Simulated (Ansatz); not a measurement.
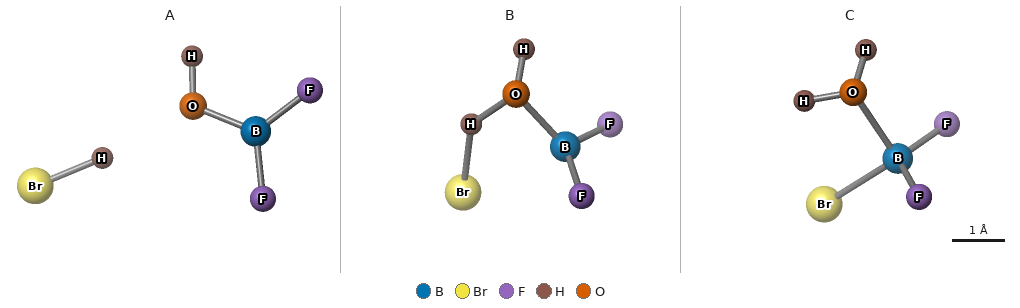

Three geometries of BH2OBrF2: a saddle point and the two minima that it joins, in shuffled order. A ball-and-stick model, seen at a tilt. Sticks join atoms that are closer than about 1.2 times the sum of their covalent radii (a little more with hydrogen).

Stationary points at PBE0-D4/def2-TZVP, single-point energies with wB97M-V (def2-TZVPP where no basis is named; Ansatz 0.2.0). The energies are electronic, without zero-point or thermal terms, and both ends are the minima reached downhill from the saddle, with any fragments still in contact.

Identify the saddle point and describe the reaction.

Answer. Frame B is the saddle point. Counted by bonded pieces, C holds BH₂BrOF₂ and A holds BHOF₂ + HBr. From C over the saddle to A, a bond forms: Br–H (2.62 → 1.71 → 1.43 Å). Bonds break: B–Br (2.01 → 2.47 → 4.49 Å), H–O (0.97 → 1.21 → 2.05 Å). Bonds that stay but change much: B–O (1.69 → 1.48 → 1.35 Å). The saddle has one imaginary mode, 921i cm⁻¹. With wB97M-V the barrier is 64.3 kJ/mol from C and 96.7 kJ/mol from A, and A lies 32.4 kJ/mol below C.
